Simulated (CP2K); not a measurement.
**H2O2 (hydrogen peroxide): BLYP-D3(BJ)/DZVP-MOLOPT-SR-GTH (core potential)**

Aim: the energy change on altering one bond length of H2O2 (hydrogen peroxide) at BLYP-D3(BJ)/DZVP-MOLOPT-SR-GTH (core potential), from 2 runs. 

Program for the calculation: CP2K 2026.2.

2 further runs of the same task are left out: 2 that didn't finish.

### 1 The system as given

The species is H2O2 (4 atoms), meant as a singlet with charge 0. As SMILES, `OO`. The shape is that of a PBE0-D4/def2-TZVP optimisation.

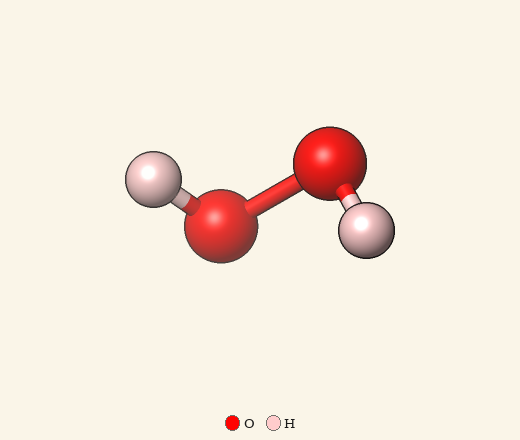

Viewed from a chosen angle; oxygen red, hydrogen pink.

### 2 A single-point energy at BLYP-D3(BJ)/DZVP-MOLOPT-SR-GTH (core potential)

The input, calc.inp:

```
&GLOBAL
  PROJECT calc
  RUN_TYPE ENERGY
  PRINT_LEVEL MEDIUM
&END GLOBAL
&FORCE_EVAL
  METHOD Quickstep
  &DFT
    BASIS_SET_FILE_NAME BASIS_MOLOPT
    POTENTIAL_FILE_NAME GTH_POTENTIALS
    &QS
      METHOD GPW
      EPS_DEFAULT 1.0E-10
    &END QS
    &MGRID
      CUTOFF 400
      REL_CUTOFF 50
      NGRIDS 4
    &END MGRID
    &POISSON
      PERIODIC NONE
      POISSON_SOLVER MULTIPOLE
    &END POISSON
    &SCF
      SCF_GUESS ATOMIC
      EPS_SCF 1.0E-06
      MAX_SCF 150
      ADDED_MOS 5
      &DIAGONALIZATION
        ALGORITHM STANDARD
      &END DIAGONALIZATION
      &MIXING
        METHOD PULAY_MIXING
        ALPHA 0.3
        NBUFFER 8
      &END MIXING
    &END SCF
    &XC
      &XC_FUNCTIONAL BLYP
      &END XC_FUNCTIONAL
      &VDW_POTENTIAL
        POTENTIAL_TYPE PAIR_POTENTIAL
        &PAIR_POTENTIAL
          TYPE DFTD3(BJ)
          PARAMETER_FILE_NAME dftd3.dat
          REFERENCE_FUNCTIONAL BLYP
          R_CUTOFF 15
        &END PAIR_POTENTIAL
      &END VDW_POTENTIAL
    &END XC
    &PRINT
      &MOMENTS
        PERIODIC F
        REFERENCE COM
        MAX_MOMENT 1
      &END MOMENTS
      &MO ON
        ENERGIES T
        OCCUPATION_NUMBERS T
        NDIGITS 6
        &EACH
          QS_SCF 0
        &END EACH
        ADD_LAST NUMERIC
      &END MO
      &HIRSHFELD OFF
      &END HIRSHFELD
    &END PRINT
  &END DFT
  &SUBSYS
    &CELL
      ABC 7.7 9.1 8.2
      PERIODIC NONE
    &END CELL
    &COORD
      O      3.480550     4.042500     4.249350
      O      4.015650     5.352000     4.425650
      H      4.153750     3.506600     4.686150
      H      4.219450     5.593400     3.513850
    &END COORD
    &KIND O
      BASIS_SET DZVP-MOLOPT-SR-GTH-q6
      POTENTIAL GTH-BLYP-q6
    &END KIND
    &KIND H
      BASIS_SET DZVP-MOLOPT-SR-GTH-q1
      POTENTIAL GTH-BLYP-q1
    &END KIND
  &END SUBSYS
&END FORCE_EVAL
```

Command:

```
OMP_NUM_THREADS=1 cp2k.psmp -i calc.inp > calc.out 2>&1
```

The log of the run:

```text
CP2K| version string:                                       CP2K version 2026.2
[...]
 GLOBAL| Method name                                                        CP2K
[...]
 GLOBAL| Run type                                                         ENERGY
[...]
 DFT| Spin restricted Kohn-Sham (RKS) calculation                            RKS
 DFT| Multiplicity                                                             1
[...]
 DFT| Charge                                                                   0
[...]
 FUNCTIONAL| BECKE88:
 FUNCTIONAL| LYP:
[...]
 QS| Method:                                                                 GPW
[...]
 QS| Density cutoff [a.u.]:                                                200.0
[...]
 QS| Relative density cutoff [a.u.]:                                        25.0
[...]
                             - Atoms:                                          4
[...]
                             - Spherical basis functions:                     36
[...]
 Number of electrons:                                                         14
[...]
     1 NoMix/Diag. 0.30E+00    0.6     0.77590397       -32.9607471486 -3.30E+01
[...]
    14 Pulay/Diag. 0.30E+00    0.6     0.00000088       -33.1264364517  9.34E-06
  *** SCF run converged in    14 steps ***
[...]
  Overlap energy of the core charge distribution:               0.00000004681574
  Self energy of the core charge distribution:                -86.26028451083596
  Core Hamiltonian energy:                                     24.74208211477635
  Hartree energy:                                              36.05264552358213
  Exchange-correlation energy:                                 -7.65919461309484
  Dispersion energy:                                           -0.00168501299263
  Total energy:                                               -33.12643645174920
[...]
                     Mulliken Population Analysis
 #  Atom  Element  Kind  Atomic population                           Net charge
       1     O        1          6.160187                             -0.160187
       2     O        1          6.160189                             -0.160189
       3     H        2          0.839818                              0.160182
       4     H        2          0.839806                              0.160194
 # Total charge                             14.000000                 -0.000000
[...]
  Dipole moment [Debye]
    X=  0.1432583E+01 Y= -0.4821590E+00 Z= -0.7758050E+00  Total=      1.6990128
 ENERGY| Total FORCE_EVAL ( QS ) energy [hartree]            -33.126436451749200
[...]
```

It took 9.3 s on 1 thread of Arm Neoverse V1, shared host; peak memory 0.87 GiB.

### 3 The distorted shape

The input, molecule.xyz:

```xyz
4

O     -1.025388    -0.152357    -0.318858
O     -0.490288     1.157143    -0.142558
H      0.186400    -1.117000     0.467400
H     -0.286488     1.398543    -1.054358
```

The input, calc.inp:

```
&FORCE_EVAL
 METHOD QS
 &DFT
  BASIS_SET_FILE_NAME BASIS_MOLOPT
  POTENTIAL_FILE_NAME GTH_POTENTIALS
  CHARGE 0
  MULTIPLICITY 1
  &QS
   METHOD GPW
   EPS_DEFAULT 1.0E-10
  &END QS
  &MGRID
   CUTOFF 400
   REL_CUTOFF 50
   NGRIDS 4
  &END MGRID
  &POISSON
   PERIODIC NONE
   POISSON_SOLVER MULTIPOLE
  &END POISSON
  &SCF
   SCF_GUESS ATOMIC
   EPS_SCF 1.0E-06
   MAX_SCF 40
   &OT ON
    MINIMIZER CG
    PRECONDITIONER FULL_SINGLE_INVERSE
   &END OT
   &OUTER_SCF
    EPS_SCF 1.0E-06
    MAX_SCF 10
   &END OUTER_SCF
  &END SCF
  &XC
   &XC_FUNCTIONAL BLYP
   &END XC_FUNCTIONAL
   &VDW_POTENTIAL
    POTENTIAL_TYPE PAIR_POTENTIAL
    &PAIR_POTENTIAL
     TYPE DFTD3(BJ)
     PARAMETER_FILE_NAME dftd3.dat
     REFERENCE_FUNCTIONAL BLYP
     R_CUTOFF 15
    &END PAIR_POTENTIAL
   &END VDW_POTENTIAL
  &END XC
  &PRINT
   &MOMENTS
    PERIODIC F
    REFERENCE COM
    MAX_MOMENT 1
   &END MOMENTS
   &MO_CUBES
    NLUMO 3
    NHOMO -1
    WRITE_CUBE F
   &END MO_CUBES
   &HIRSHFELD OFF
   &END HIRSHFELD
  &END PRINT
 &END DFT
 &SUBSYS
  &CELL
   ABC [angstrom] 8.2 9.5 8.5
   PERIODIC NONE
  &END CELL
  &TOPOLOGY
   COORD_FILE_NAME molecule.xyz
   COORD_FILE_FORMAT XYZ
   &CENTER_COORDINATES
   &END CENTER_COORDINATES
  &END TOPOLOGY
  &KIND O
   BASIS_SET DZVP-MOLOPT-SR-GTH-q6
   POTENTIAL GTH-BLYP-q6
  &END KIND
  &KIND H
   BASIS_SET DZVP-MOLOPT-SR-GTH-q1
   POTENTIAL GTH-BLYP-q1
  &END KIND
 &END SUBSYS
&END FORCE_EVAL

&GLOBAL
 PROJECT_NAME calc
 RUN_TYPE ENERGY
 PRINT_LEVEL MEDIUM
&END GLOBAL
```

Command:

```
OMP_NUM_THREADS=1 cp2k.psmp calc.inp > calc.out
```

The log of the run:

```text
CP2K| version string:                                       CP2K version 2026.2
[...]
 GLOBAL| Method name                                                        CP2K
[...]
 GLOBAL| Run type                                                         ENERGY
[...]
 DFT| Spin restricted Kohn-Sham (RKS) calculation                            RKS
 DFT| Multiplicity                                                             1
[...]
 DFT| Charge                                                                   0
[...]
 FUNCTIONAL| BECKE88:
 FUNCTIONAL| LYP:
[...]
 QS| Method:                                                                 GPW
[...]
 QS| Density cutoff [a.u.]:                                                200.0
[...]
 QS| Relative density cutoff [a.u.]:                                        25.0
[...]
                             - Atoms:                                          4
[...]
                             - Spherical basis functions:                     36
[...]
 Number of electrons:                                                         14
[...]
     1 OT CG       0.80E-01    0.5     0.29822613       -31.5959947881 -3.16E+01
[...]
    37 OT CG       0.12E+00    0.6     0.00000066       -33.0051969064 -2.16E-11
  *** SCF run converged in    37 steps ***
[...]
  Overlap energy of the core charge distribution:               0.00000002340649
  Self energy of the core charge distribution:                -86.26028451083596
  Core Hamiltonian energy:                                     24.30743458196703
  Hartree energy:                                              36.44462681152970
  Exchange-correlation energy:                                 -7.49495902188416
  Dispersion energy:                                           -0.00201479057218
  Total energy:                                               -33.00519690638909
[...]
                     Mulliken Population Analysis
 #  Atom  Element  Kind  Atomic population                           Net charge
       1     O        1          6.303767                             -0.303767
       2     O        1          6.123400                             -0.123400
       3     H        2          0.734115                              0.265885
       4     H        2          0.838718                              0.161282
 # Total charge                             14.000000                 -0.000000
[...]
  Dipole moment [Debye]
    X=  0.1731495E+01 Y= -0.4425041E+00 Z= -0.6073661E+00  Total=      1.8875324
[...]
 HOMO - LUMO gap [eV] :    2.371605
 ENERGY| Total FORCE_EVAL ( QS ) energy [hartree]            -33.005196906389088
[...]
```

Run time: 33 s. Hardware: 1 thread of Arm Neoverse V1, shared host; peak memory 0.6 GiB.

### 4 Outcome

Level: BLYP-D3(BJ)/DZVP-MOLOPT-SR-GTH (core potential).

| quantity | value |
| --- | --- |
| first shape: total energy | -33.12644 Eh |
| first shape: dipole moment | 1.70 D |
| first shape: HOMO energy | -6.23 eV |
| first shape: LUMO energy | -0.41 eV |
| first shape: HOMO–LUMO gap | 5.82 eV |
| first shape: dispersion energy | -4.42 kJ/mol |
| distorted shape: total energy | -33.00520 Eh |
| distorted shape: dipole moment | 1.89 D |
| distorted shape: HOMO energy | -5.84 eV |
| distorted shape: LUMO energy | -3.47 eV |
| distorted shape: HOMO–LUMO gap | 2.37 eV |
| distorted shape: dispersion energy | -5.29 kJ/mol |
| energy change with the O1–H3 bond stretched from 0.965 to 1.737 Å | 3.299 eV |

One bond (distorted shape) is far stretched, which a spin-restricted single reference describes badly; a broken-symmetry solution may lie lower. With the O1–H3 bond stretched from 0.965 to 1.737 Å the energy rises by 3.30 eV (318 kJ/mol). The first shape isn't relaxed at this level, so the change isn't measured from a minimum. A restricted reference can't describe the breaking bond well at this length.
